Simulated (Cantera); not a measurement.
A closed system holds: 1 mol CH₃SiCl₃, 0.013 mol C₃H₈, 2.8 mol H₂, at 1375 K.

Cantera equilibrium calculation (NASA polynomials, part measured and part estimated; ideal gas, pure solids and liquids). Candidate condensed phases: C, C₆H₆, C₇H₈, C₈H₁₈, Si, SiC; 109 gas species. The feed counts by its element totals alone. The tables' values for SiCl₃ are old estimates; treat these amounts as uncertain. The numbers say what is thermodynamically allowed, not how fast it happens.

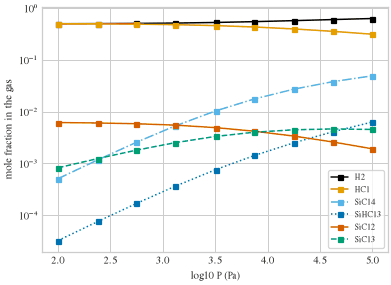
Fig. 1. Equilibrium gas composition (values under 1e-9 drawn at 1e-9)

From 1.00 mbar to 1.00 bar the condensed part is C(graphite) + SiC(s). The main Si-bearing gas is SiCl₂ at 1.00 mbar and SiCl₄ at 1.00 bar. The share of Si in condensed phases is highest at 1.00 mbar (95.6 %) and lowest at 1.00 bar (65.9 %).
